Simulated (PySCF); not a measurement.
System: C₅H₉N₂Si (charge −1).

```xyz
17

N     2.5232    1.3774   -1.5131
C     2.2245    0.4964   -0.8118
Si    1.7761   -1.1928   -0.1969
N     0.1535   -1.1263    0.5567
C    -0.9114   -1.1612   -0.3977
C    -1.0793    0.2841   -0.9062
C    -0.6401    1.1237    0.3004
C    -0.1305    0.0645    1.3075
H     2.5774   -1.2061    1.0715
H    -0.6930   -1.8700   -1.1989
H    -1.8502   -1.4777    0.1018
H    -2.1013    0.4976   -1.2286
H    -0.4021    0.4479   -1.7455
H     0.1682    1.8001    0.0228
H    -1.4599    1.7129    0.7198
H     0.7467    0.4014    1.8621
H    -0.9336   -0.1445    2.0444
```

Geometry: GFN2-xTB, coordinate held.

Method: PySCF, PBE0/pcSseg-1, SCF density, gas phase, non-relativistic.

### What will maps of the electron density and electron localisation function show?

Si–N (1.79 Å): ρ is about 0.96 e/Å³ halfway; the ELF peaks at about 0.90 between the atoms: a shared but strongly polarised pair.
C–Si (1.85 Å): the density is about 0.86 e/Å³ at the midpoint; the ELF peaks at about 0.95 between the atoms: localised, covalent bonding.
C–H (1.09 Å): the density is about 2 e/Å³ at the midpoint; the ELF climbs to about 1 towards the hydrogen, as it does in any bond to H: a covalent bond by its length.

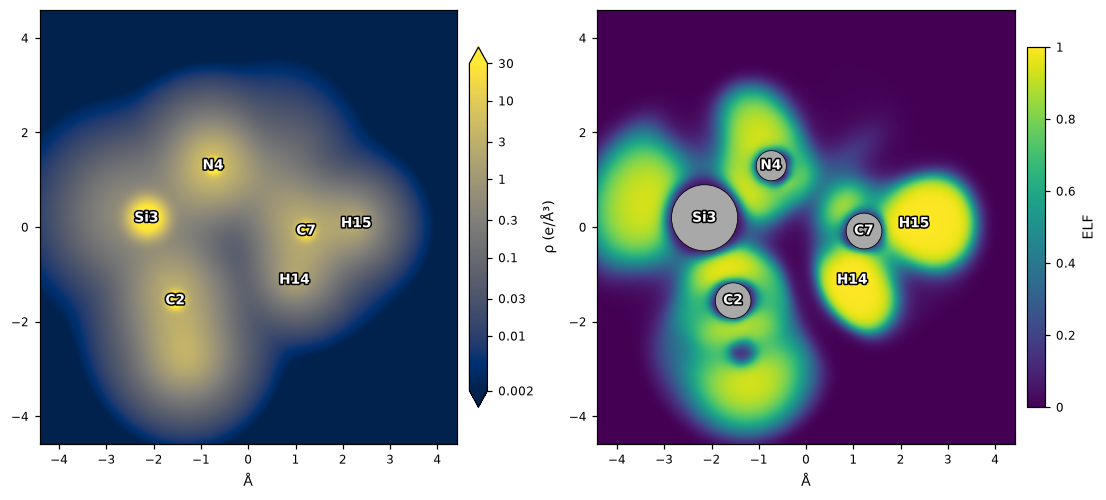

Computed electron density and electron localisation function on the plane of atoms C2, Si3 and N4, in this order. Grey discs cover the atomic cores in the ELF map. 
